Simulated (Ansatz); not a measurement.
**NO2 (nitrogen dioxide): levels of theory compared**

Aim: a comparison of 6 runs (U-wB97X/STO-3G, UB2PLYP/STO-3G, UBHLYP/STO-3G, UBLYP/STO-3G, UPBE0/STO-3G, UMP2/STO-3G) of NO2 (nitrogen dioxide). 

The results are computed with Ansatz 0.2.0.

42 further runs of the same task are left out: 8 that didn't finish, 34 set aside as unsound or not needed.

### Step 1. Starting point

The species is NO2 (3 atoms), meant as a doublet with charge 0. SMILES: `[O]N=O`. The O3–N2 distance was set to 2.361 Å, away from the relaxed value. At this shape a bond of the SMILES string is far longer than usual.

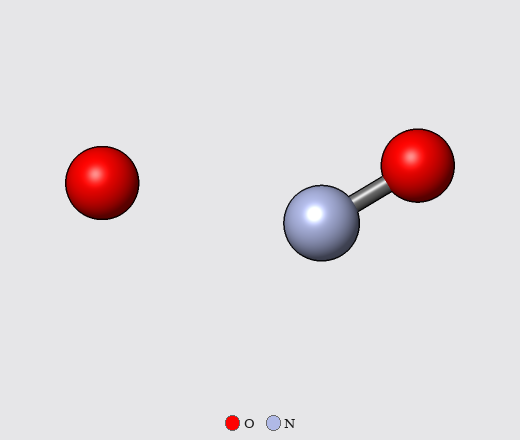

Viewed from a chosen angle; oxygen red, nitrogen light blue.

### Step 2. A single-point energy at U-wB97X/STO-3G (run 1)

Contents of job.yaml:

```yaml
crystal:
  periodic: [false, false, false]
  atoms:
    - {symbol: O, position_ang: [-0.092358, -2.201536, -0.282129]}
    - {symbol: N, position_ang: [-0.541928, -1.117526, -0.413479]}
    - {symbol: O, position_ang: [0.046180, 1.100790, 0.141070]}
basis:
  gaussian: {orbitals: STO-3G}
magnetization: {spin_polarized: true, initial_magnetization: 1}
hamiltonian: {xc: {name: wB97X}}
accuracy: high
```

The run is started by

```
$ ansatz run job.yaml --threads 1 --pin off --max-ram 2610MiB --events-out events.jsonl --progress --plain --runs-dir runs
```

What it wrote:

```text
Warning: RAYON_NUM_THREADS=1 ignored (pool sized by the plan → 1); use --threads N
Functional definition: wB97X
  name "wB97X"
  parameter omega = 0.3/bohr
  parameter cx = 0.157706
  parameter cx1 = 0.726479
  parameter cx2 = 1.04760
  parameter cx3 = -5.70635
  parameter cx4 = 13.2794
  parameter css1 = -4.33879
  parameter css2 = 18.2308
  parameter css3 = -31.7430
  parameter css4 = 17.2901
  parameter cos1 = 2.37031
  parameter cos2 = -11.3995
  parameter cos3 = 6.58405
  parameter cos4 = -3.78132
  exchange = spin_sum(e_x_unif_sr(omega)*poly(b97_u_x, 1 - cx, cx1, cx2, cx3, cx4)) + cx*exact_x_sr(omega)
      + exact_x_lr(omega)
  correlation = spin_sum(e_c_pw_same_spin*poly(b97_u_same, 1, css1, css2, css3, css4))
      + integral(e_c_pw_opposite_spin*poly(b97_u_opposite, 1, cos1, cos2, cos3, cos4))
240 factors; integrals over basis functions are off by at most 3.1e-8 eV
121 factors; integrals over basis functions are off by at most 6.5e-10 eV
mean field evaluation 1: about -5486.7161 eV, gradient 1.9e1 eV
mean field evaluation 2: about -5305.2801 eV, gradient 1.1e2 eV
mean field evaluation 4: about -5480.5127 eV, gradient 3.2e1 eV
mean field evaluation 8: about -5498.0505 eV, gradient 2.3e0 eV
mean field evaluation 16: about -5500.0963 eV, gradient 1.6e-2 eV
mean field evaluation 32: about -5500.0964 eV, gradient 4.4e-8 eV
mean field evaluation 64: about -5501.0942 eV, gradient 2.3e-7 eV
mean field -5501.09422984 eV, -202.1614841712 hartree, gradient 4.5e-9 eV, S^2 1.706988; 4 other end points of the search recorded, 0 dependent functions left out
reference -5501.09422927 eV, -202.1614841500 hartree; 12, 11 occupied and 3, 4 virtual orbitals, 240 factors
Total energy: -5501.09422927 eV, -202.1614841500 hartree
```

It took 30 s on 1 thread of Arm Neoverse V1, shared host; peak memory 0.29 GiB.

### Step 3. The energy at UB2PLYP/STO-3G (run 2)

Contents of run.yaml:

```yaml
crystal:
  periodic: [false, false, false]
  atoms:
    - symbol: O
      position_ang: [-0.092358, -2.201536, -0.282129]
    - symbol: N
      position_ang: [-0.541928, -1.117526, -0.413479]
    - symbol: O
      position_ang: [0.046180, 1.100790, 0.141070]
basis:
  gaussian: {orbitals: STO-3G}
magnetization: {spin_polarized: true, initial_magnetization: 1}
hamiltonian: {xc: {name: B2PLYP}}
correlation: {frozen_orbitals: {"N": 1, O: 1}}
accuracy: high
```

The run is started by

```
$ ansatz run run.yaml --threads 1 --pin off --max-ram 2610MiB --events-out events.jsonl --progress --plain --runs-dir runs
```

What it wrote:

```text
Warning: RAYON_NUM_THREADS=1 ignored (pool sized by the plan → 1); use --threads N
Functional definition: B2PLYP
  name "B2PLYP"
  parameter a = 0.53
  parameter c = 0.27
  exchange = (1 - a)*b88_x + a*exact_x
  correlation = (1 - c)*lyp_c + c*(mp2_os + mp2_ss)
240 factors; integrals over basis functions are off by at most 3.1e-8 eV
mean field evaluation 1: about -5479.3696 eV, gradient 1.8e1 eV
mean field evaluation 2: about -5479.3437 eV, gradient 1.8e1 eV
mean field evaluation 4: about -5370.4584 eV, gradient 3.0e1 eV
mean field evaluation 8: about -5488.8267 eV, gradient 5.0e0 eV
mean field evaluation 16: about -5493.0146 eV, gradient 7.0e-3 eV
mean field evaluation 32: about -5493.7494 eV, gradient 2.2e0 eV
mean field evaluation 64: about -5493.9954 eV, gradient 6.0e-2 eV
mean field evaluation 96: about -5363.5707 eV, gradient 4.8e1 eV
mean field -5493.99617159 eV, -201.9006353415 hartree, gradient 2.4e-8 eV, S^2 1.724883; 7 other end points of the search recorded, 0 dependent functions left out
3 core orbitals not correlated: weight in the atoms' cores, before any rotation towards them, 1.000 or more for the frozen orbitals, at most 0.000 for the correlated occupied ones
reference -5493.99618304 eV, -201.9006357624 hartree; 9, 8 occupied and 3, 4 virtual orbitals, 240 factors
second order -4.81913712 eV of doubles, -0.00000000 eV of singles
Total energy: -5495.29735006 eV, -201.9484527685 hartree
```

Run time: 9.3 s. Hardware: 1 thread of Arm Neoverse V1, shared host; peak memory 0.11 GiB.

Runs 3 to 5 aren't shown in full; the table further down has their settings and results.

### Step 4. A single-point energy at UMP2/STO-3G (run 6)

Contents of molecule.yaml:

```yaml
crystal:
  periodic: [false, false, false]
  atoms:
    - {symbol: O, position_ang: [-0.092358, -2.201536, -0.282129]}
    - {symbol: N, position_ang: [-0.541928, -1.117526, -0.413479]}
    - {symbol: O, position_ang: [0.046180, 1.100790, 0.141070]}
basis:
  gaussian:
    orbitals: STO-3G
magnetization:
  spin_polarized: true
  initial_magnetization: 1
correlation:
  method: mp2
  frozen_orbitals: {"N": 1, O: 1}
accuracy: high
```

The run is started by

```
$ ansatz run molecule.yaml --threads 1 --pin off --max-ram 2610MiB --events-out events.jsonl --progress --plain --runs-dir runs
```

What it wrote:

```text
Warning: RAYON_NUM_THREADS=1 ignored (pool sized by the plan → 1); use --threads N
Functional definition: HF
  name "HF"
  exchange = exact_x
  correlation = 0
240 factors; integrals over basis functions are off by at most 3.1e-8 eV
mean field evaluation 1: about -5462.4236 eV, gradient 2.0e1 eV
mean field evaluation 2: about -5462.4445 eV, gradient 2.0e1 eV
mean field evaluation 4: about -5461.3938 eV, gradient 2.3e1 eV
mean field evaluation 8: about -5474.7841 eV, gradient 1.1e1 eV
mean field evaluation 16: about -5477.4993 eV, gradient 4.0e-2 eV
mean field evaluation 32: about -5468.7046 eV, gradient 1.9e1 eV
mean field evaluation 64: about -5477.0652 eV, gradient 5.0e-1 eV
mean field evaluation 96: about -5478.7395 eV, gradient 3.5e-5 eV
mean field evaluation 128: about -5478.7484 eV, gradient 2.8e-1 eV
mean field evaluation 160: about -5478.7571 eV, gradient 5.4e-3 eV
mean field evaluation 192: about -5478.7561 eV, gradient 2.9e-2 eV
mean field evaluation 224: about -5476.8368 eV, gradient 2.3e0 eV
mean field evaluation 256: about -5478.7571 eV, gradient 5.2e-3 eV
mean field evaluation 288: about -5477.2271 eV, gradient 1.6e0 eV
mean field evaluation 320: about -5477.4543 eV, gradient 1.3e-1 eV
mean field evaluation 352: about -5467.3399 eV, gradient 9.6e0 eV
mean field -5478.75713757 eV, -201.3406111708 hartree, gradient 1.4e-8 eV, S^2 2.083750; 22 other end points of the search recorded, 0 dependent functions left out
3 core orbitals not correlated: weight in the atoms' cores, before any rotation towards them, 1.000 or more for the frozen orbitals, at most 0.000 for the correlated occupied ones
reference -5478.75713757 eV, -201.3406111708 hartree; 9, 8 occupied and 3, 4 virtual orbitals, 240 factors
second order -2.18844576 eV of doubles, -0.00000000 eV of singles
Total energy: -5480.94558334 eV, -201.4210350692 hartree
```

Run time: 0.91 s. Hardware: 1 thread of Arm Neoverse V1, shared host.

### Step 5. All runs side by side

| run | level | frozen core orbitals | energy (Eh) | ⟨S²⟩ | wall time |
| --- | --- | --- | --- | --- | --- |
| 1 | U-wB97X/STO-3G | – | -202.161484 | 1.707 | 30 s |
| 2 | UB2PLYP/STO-3G | 3 | -201.948453 | 1.725 | 9.3 s |
| 3 | UBHLYP/STO-3G | – | -202.112939 | 1.720 | 7.5 s |
| 4 | UBLYP/STO-3G | – | -202.128449 | 1.526 | 8.4 s |
| 5 | UPBE0/STO-3G | – | -201.996529 | 1.689 | 10 s |
| 6 | UMP2/STO-3G | 3 | -201.421035 | 2.084 | 0.91 s |

### Step 6. Outcome

| quantity | value |
| --- | --- |
| run 6: total energy | -201.42104 Eh |
| run 6: correlation energy (3 core orbitals frozen) | -80.4 mEh |
| run 6: ⟨S²⟩ of the reference determinant | 2.084 |

In words: Totals of different functionals can't be ranked against each other. In runs 1, 2, 3, 4, 5, 6 the basis is minimal, so the values are rough. Spin contamination of the reference: run 6 ⟨S²⟩ = 2.08, run 2 ⟨S²⟩ = 1.72, run 3 ⟨S²⟩ = 1.72, run 1 ⟨S²⟩ = 1.71, run 5 ⟨S²⟩ = 1.69, run 4 ⟨S²⟩ = 1.53. Where it is this large, the reference is a mixture of spin states, and values that rest on it are in doubt. All runs together took 67 s, the longest 30 s.
